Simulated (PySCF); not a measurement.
## C₄H₁₁AlO: geometry relaxation

The run: geometry relaxation of C₄H₁₁AlO. Method and program: PBE0-D3(BJ)/def2-SVP geometry optimisation, gas phase (PySCF 2.14.0).

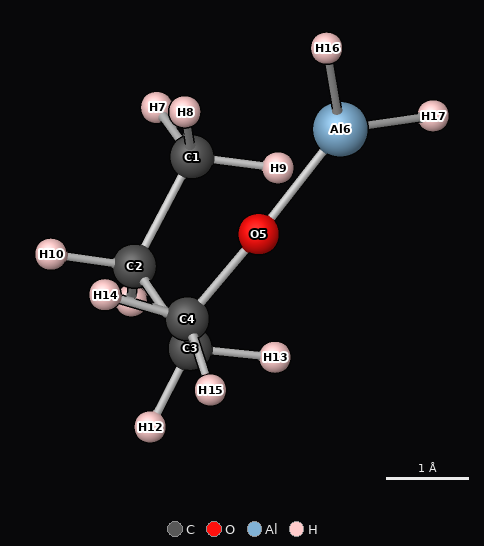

*The structure as given in the input (ball-and-stick view, seen at a tilt; atoms are numbered from 1 in the order of the input). Sticks mark near contacts.*

**Summary**

- outcome: converged
- total energy: −476.097886 hartree
- dipole moment: 1.51 D
- point group: C1
- hardware: 1 CPU thread, shared host
- wall time: 2.3 min
- peak memory: 0.64 GiB

**Input file**
```
{"job": {"xc": "PBE0", "basis": "def2-SVP", "d3": "d3bj", "grid": 1, "kind": "geom"}, "charge": 0, "multiplicity": 1}
C     -1.144985     0.581147     1.036530
C     -1.544227    -0.290116    -0.149716
C     -0.512281    -0.320216    -1.278899
C      0.801734    -1.014178    -0.915034
O      1.583913    -0.232902    -0.060722
Al     2.236421     0.820998     1.012814
H     -1.985978     0.698676     1.717382
H     -0.315837     0.141356     1.596349
H     -0.829124     1.567617     0.697376
H     -1.732987    -1.310169     0.193182
H     -2.480544     0.096139    -0.561175
H     -0.943685    -0.847882    -2.132515
H     -0.280169     0.701368    -1.586826
H      0.592910    -1.974121    -0.427911
H      1.373466    -1.208950    -1.831793
H      3.254963     0.281979     2.024444
H      1.919411     2.321285     0.955528
```

The first line tells a small driver script what to run in PySCF; the rest is the geometry in Å.

**What the program printed**
```
step   0  E = -476.09129337  max force = 0.022508
step   1  E = -476.09556863  max force = 0.004511
step   2  E = -476.09578513  max force = 0.001752
step   3  E = -476.09584393  max force = 0.002372
step   4  E = -476.09598993  max force = 0.004753
step   5  E = -476.09642736  max force = 0.008281
step   6  E = -476.09646546  max force = 0.010662
step   7  E = -476.09707967  max force = 0.006773
step   8  E = -476.09736866  max force = 0.003349
step   9  E = -476.09764918  max force = 0.001629
step  10  E = -476.09770035  max force = 0.001320
step  11  E = -476.09776331  max force = 0.000580
step  12  E = -476.09778450  max force = 0.000555
step  13  E = -476.09782530  max force = 0.000776
step  14  E = -476.09785838  max force = 0.000835
step  15  E = -476.09787537  max force = 0.000511
step  16  E = -476.09788587  max force = 0.000375
optimisation converged
```

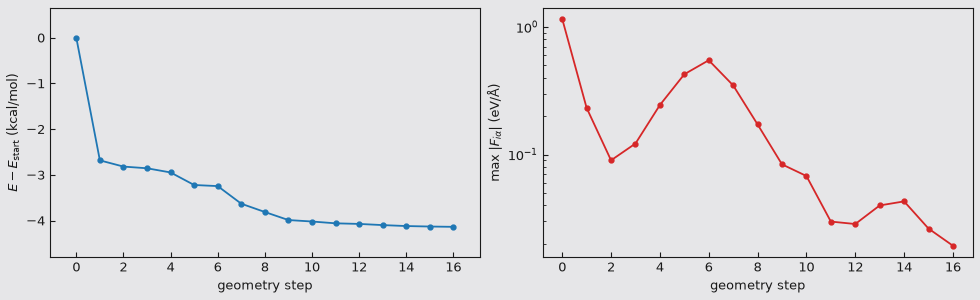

*Progress of the relaxation, step by step (steps are counted from 0).*

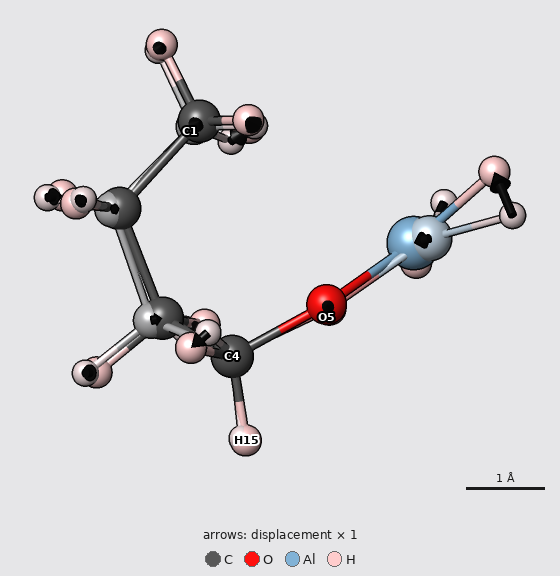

*Start (faint) and end (solid) with the displacements as black arrows, at true length (ball-and-stick view, seen at a tilt). The two geometries are laid on each other by the best rigid fit.*

After 16 geometry steps the energy has fallen by 4.14 kcal/mol. Largest force component: 1.2 eV/Å at the start, 0.019 eV/Å at the end. The largest move after the best rigid fit is that of H17, 0.89 Å. By element the largest moves are H 0.89 Å, O 0.42 Å, Al 0.25 Å, C 0.22 Å. Among the contacts that change: O5–Al6 1.640 → 1.702 Å, Al6–H17 1.534 → 1.589 Å, Al6–H16 1.533 → 1.582 Å, C1–H9 1.090 → 1.107 Å. Among the angles that change: C4–O5–Al6 169.3° → 139.9°, H16–Al6–H17 120.4° → 123.5°, O5–Al6–H16 118.1° → 115.1°. (Atoms are counted from 1 in the order of the input.)
